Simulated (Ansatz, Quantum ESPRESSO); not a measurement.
# 1T-PtS2, 2 layers, AA stacking: the energy at a withheld member of a series

How the rows were computed: Quantum ESPRESSO 7.5, PBE-D3(BJ), GBRV ultrasoft. Cell and atoms are first relaxed with a D3(BJ) correction; each strained cell is then held and the atoms relax in it. A periodic run with 15 Å of vacuum in the starting cell gives the vacuum levels, and bands follow along a path. The series steps biaxial strain. Energies count from the lowest.

```
biaxial strain  energy (eV)
          -4 %       0.2499
          -3 %       0.1409
          -2 %       0.0629
          -1 %       0.0160
           0 %       0.0000
           1 %       0.0146
           2 %       0.0587
           3 %       0.1317
```

One more run was made and is withheld. What is the energy at 4 %?

**Worked estimate.** The rows at 2 % and 3 % give a slope of (0.1317 − (0.0587))/(3 − (2)) = 0.073, so a straight line gives 0.2047 eV. A parabola through these and the row at 1 % gives 0.2336 eV.

What the calculation gave: 0.2320 eV. The line misses by −0.0273 and the parabola by +0.0016 eV. The parabola does better.

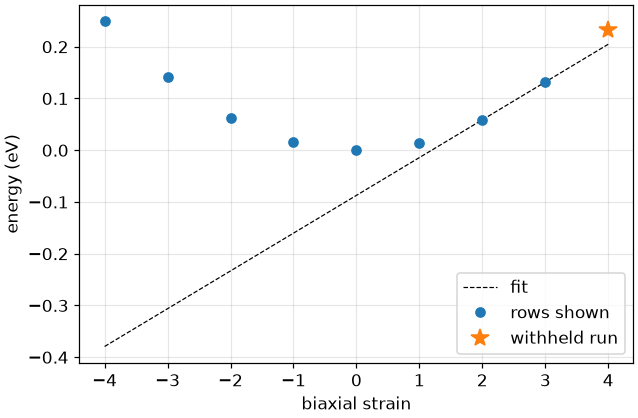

The rows shown, the fit and the withheld run.

Caveats: Semilocal gaps are too small; the 1×1 cell can't ripple over many cells under compression as a free sheet would. No spin-orbit coupling.

[Logs are printed without paths, hosts, clocks, repeated set-up lines and the standing remarks that a program may print on its own settings, such as how far it seeks lower states.]
